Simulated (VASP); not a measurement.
Band structure of PbO (relaxed from the CsCl type structure, space group Pm-3m). All values below come from PBEsol GGA, VASP's PBE PAW potentials (set 64) (plane waves; VASP 6.6.1).

Unless said otherwise, spin-orbit coupling is left out, though it shifts the bands of the heavy elements here.

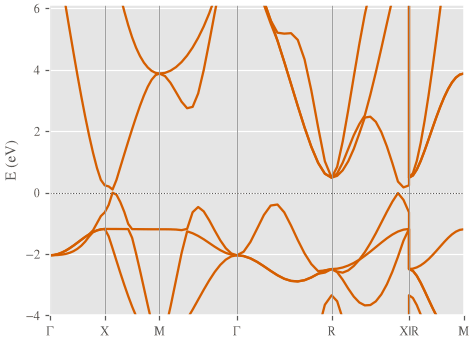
Fig. 1. Bands along high-symmetry lines, zero at the valence-band maximum or, without a gap, the Fermi level

Problem. Read the plot: is there a gap, and where are the band edges?

Solution. The gap is direct, 0.10 eV, from the valence maximum at X-M at 0.14 to the conduction minimum at X-M at 0.14. (Edges off the drawn lines would not show.)

The structure was generated: PbO was put into the CsCl type type (Pm-3m), which need not be its known phase. It was relaxed first, which changed the volume by +50 %.
